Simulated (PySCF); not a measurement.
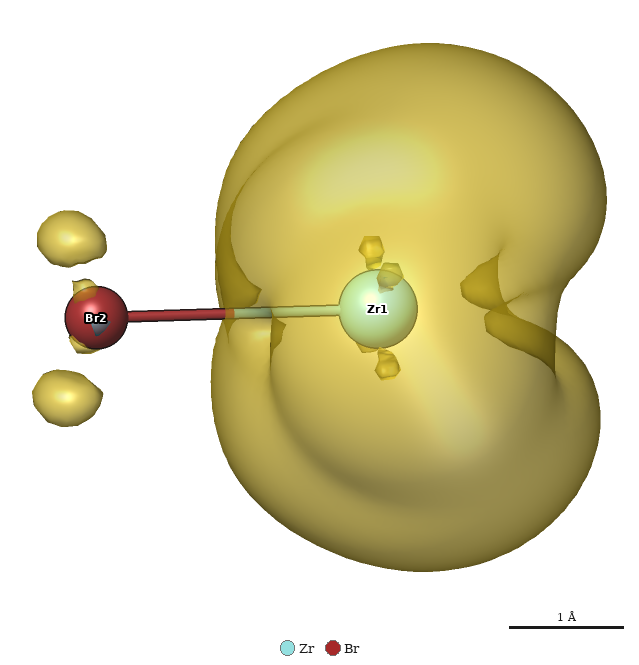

Figure 1: ZrBr (quartet). Isosurfaces of the spin density (α minus β) at +0.015 (yellow) and −0.015 e/Å³ (cyan), seen from one side.

Core potentials replace the inner electrons of Zr.

Computed with PBE0/def2-TZVPPD, non-relativistic Hamiltonian with scalar-relativistic core potentials where named, at a bond length of 2.530 Å in PySCF.

```xyz
2

Zr    0.0000    0.0000   -1.1827
Br    0.0000    0.0000    1.3473
```

### Where is the unpaired spin?

The unpaired spin (3 electrons) lies mostly on Zr1 (about 2.9), in electrons by Hirshfeld's partition.
